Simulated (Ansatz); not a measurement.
Input

```
crystal:
  periodic: [false, false, false]
  atoms:
    - {symbol: Si, position_ang: [0.174879, 1.717137, 0.687821]}
    - {symbol: O, position_ang: [0.391235, -1.140501, 0.191096]}
    - {symbol: Si, position_ang: [-0.812710, -2.008052, -0.535905]}
    - {symbol: F, position_ang: [-1.203984, 1.292965, 0.071755]}
    - {symbol: F, position_ang: [0.125765, 3.284637, 0.875310]}
    - {symbol: F, position_ang: [0.326021, 1.094029, 2.115085]}
    - {symbol: H, position_ang: [1.163485, -0.911629, -0.330645]}
    - {symbol: O, position_ang: [1.416605, 1.371385, -0.289010]}
    - {symbol: H, position_ang: [-1.928142, -2.049512, 0.435249]}
    - {symbol: H, position_ang: [-0.358926, -3.391176, -0.845809]}
    - {symbol: H, position_ang: [-1.253779, -1.369100, -1.804437]}
    - {symbol: H, position_ang: [1.959550, 2.109819, -0.570508]}
basis:
  gaussian: {orbitals: def2-TZVPP}
hamiltonian: {xc: pbe0, dispersion: d4}
output: {orbitals: {seedname: orbitals}}
```

Run with:

```sh
ansatz run in.yaml --threads 4 --pin off --events-out ev --progress --plain --max-ram 46080MiB --backend cuda --devices 0, --max-vram 37GiB
```

The product side of a reaction path; geometry: PBE0-D4/def2-TZVP.

Computed with RKS PBE0-D4/def2-TZVPP in Ansatz 0.2.0.

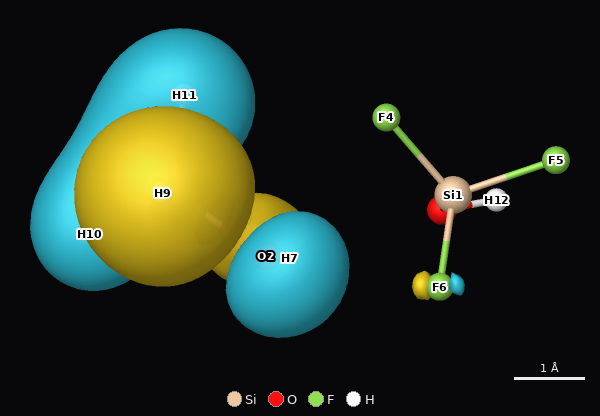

F$_{3}$HOSi···H$_{4}$OSi. The HOMO−1 at ±0.08 Å⁻³ᐟ² (yellow and cyan are the two phases), seen from one side.

Question: Where does this orbital lie, and at what energy?

Answer: By Hirshfeld shares it lies mainly on Si3 (about 35 %), H9 (about 25 %), O2 (about 20 %), H11 (about 10 %) and H10 (about 5 %). Its energy is −9.36 eV.
